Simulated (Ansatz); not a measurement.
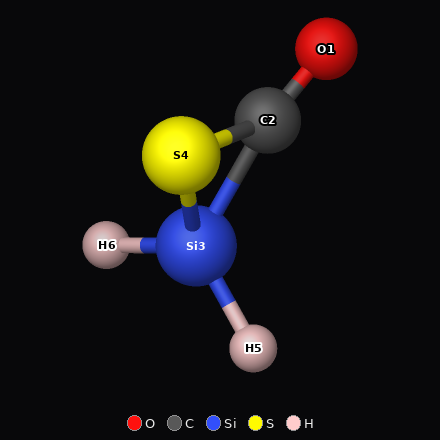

The system is CH₂OSSi (SMILES O=C1[SiH2]S1) with the probe Cl-; the picture shows it without the atoms that are moved over the map. The probe is moved over a plane parallel to the molecule's main plane, 4.33 Å above it. Coordinates scanned: (1) x of the probe's Cl atom; (2) y of the probe's Cl atom. Nothing is relaxed (molecule and probe rigid). The scan uses an 11 × 9 grid. Energies: kJ/mol, counted from the lowest grid point. These are results of RKS BHLYP-D4/def2-SVPD in Ansatz 0.2.0, not measurements.

Range: x of the probe's Cl atom from −3.25 to 3.25 Å; y of the probe's Cl atom from −2.60 to 2.60 Å.

Question: What landscape does the calculation give?

Answer: The lowest grid point is at x of the probe's Cl atom = −1.95 Å, y of the probe's Cl atom = 1.95 Å [nearest 1 H at 3.13 Å]. It is the only kind of minimum in the scanned range. The highest grid point, x of the probe's Cl atom = 3.25 Å, y of the probe's Cl atom = −1.95 Å, lies 47.1 kJ/mol above the lowest. Near the minimum the well is nearly round, with a curvature of about 0.06 eV/Å².

```
y of the probe's Cl atom ↓, x of the probe's Cl atom →  −3.25  −2.60  −1.95  −1.30  −0.65  0.00  0.65  1.30  1.95  2.60  3.25
                                                  2.60    5.3    2.6    1.6    2.8    6.2  11.2  17.3  23.5  29.3  34.0  37.6
                                                  1.95    4.1    1.1    0.0    1.3    4.8  10.2  16.8  23.9  30.3  35.5  39.3
                                                  1.30    4.8    1.9    0.9    2.0    5.4  10.8  17.7  25.0  31.8  37.2  41.1
                                                  0.65    7.2    4.8    4.0    5.1    8.2  13.2  19.9  27.2  33.8  39.1  42.8
                                                  0.00   11.0    9.2    8.8   10.0   12.9  17.5  23.5  30.1  36.2  41.1  44.5
                                                 −0.65   15.4   14.4   14.5   16.0   18.7  22.8  27.8  33.4  38.7  42.9  45.8
                                                 −1.30   19.9   19.6   20.2   21.8   24.4  27.8  32.0  36.6  40.9  44.3  46.7
                                                 −1.95   23.9   24.1   25.0   26.6   29.0  32.0  35.4  39.1  42.5  45.3  47.1
                                                 −2.60   27.3   27.8   28.8   30.4   32.5  35.1  37.9  40.9  43.6  45.7  47.1
```

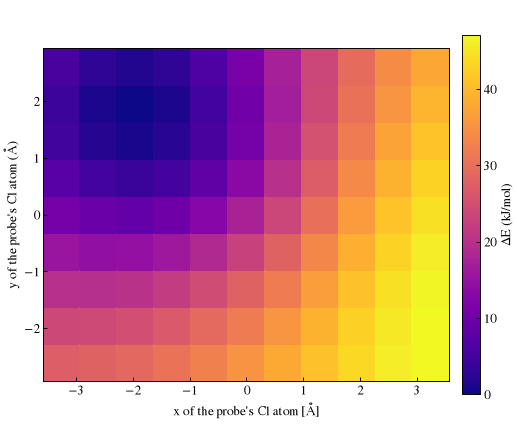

Drawn: one coloured cell a grid point.

Time for the 99 points that were run: 9.7 min on 1 thread of Intel(R) Xeon(R) Platinum 8488C (Sapphire Rapids) (shared host).
